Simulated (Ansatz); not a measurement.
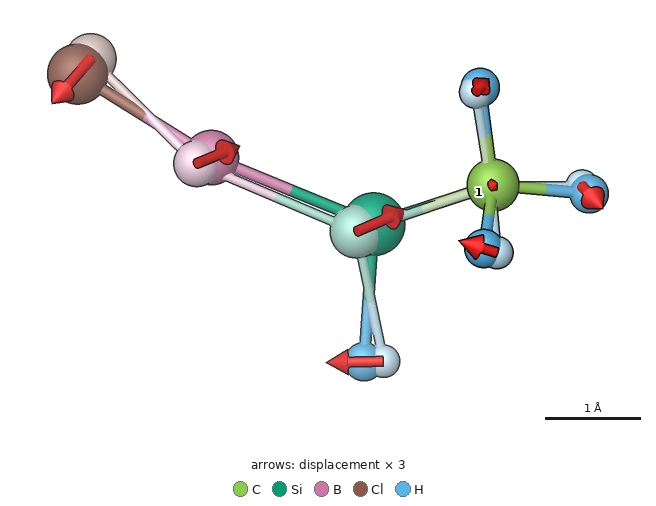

This is a relaxation of CH$_{4}$BClSi. The starting structure is drawn faded, the final one solid; red arrows show the displacements, 3 times their true length. The two geometries are superimposed by the best rigid fit.

The picture is a ball-and-stick view, seen at a tilt.

All numbers below come from RKS PBE0-D4/def2-TZVP (Ansatz).

The input:
```yaml
crystal:
  periodic: [false, false, false]
  atoms:
    - {symbol: C, position_ang: [-0.127390, 1.102870, 0.607090]}
    - {symbol: Si, position_ang: [0.558980, -0.316120, -0.459260]}
    - {symbol: B, position_ang: [-0.341840, -1.914310, -0.599860]}
    - {symbol: Cl, position_ang: [-1.298950, -2.881010, -1.583280]}
    - {symbol: H, position_ang: [0.275880, 1.064710, 1.615660]}
    - {symbol: H, position_ang: [0.122510, 2.074180, 0.188730]}
    - {symbol: H, position_ang: [-1.209060, 1.043180, 0.681340]}
    - {symbol: H, position_ang: [2.019870, -0.173500, -0.450420]}
basis:
  gaussian: {orbitals: def2-TZVP}
hamiltonian: {xc: pbe0, dispersion: d4}
relax: {f_tol: 0.005, max_steps: 200}
```

Run as
```bash
ansatz run in.yaml --threads 2 --pin off --events-out ev --progress --plain --max-ram 4352MiB
```

What happened in the run?

The largest move after the best rigid fit is that of Cl4, 0.27 Å. Largest moves by element: Cl 0.27 Å, Si 0.24 Å, B 0.22 Å, H 0.21 Å, C 0.03 Å. Some distances before and after: Si2–H8 1.468 → 1.489 Å, C1–Si2 1.903 → 1.885 Å, Si2–B3 1.840 → 1.856 Å, B3–Cl4 1.679 → 1.683 Å. Bond angles that change, for instance: Si2–B3–Cl4 145.5° → 161.8°, B3–Si2–H8 124.9° → 109.1°, C1–Si2–H8 106.4° → 114.6°. After 7 accepted moves (8 points after the start) the energy has fallen by 0.212 eV. The largest force component goes from 1.3 to 0.003 eV/Å. The line search rejected the trial step at point 6 of the run.
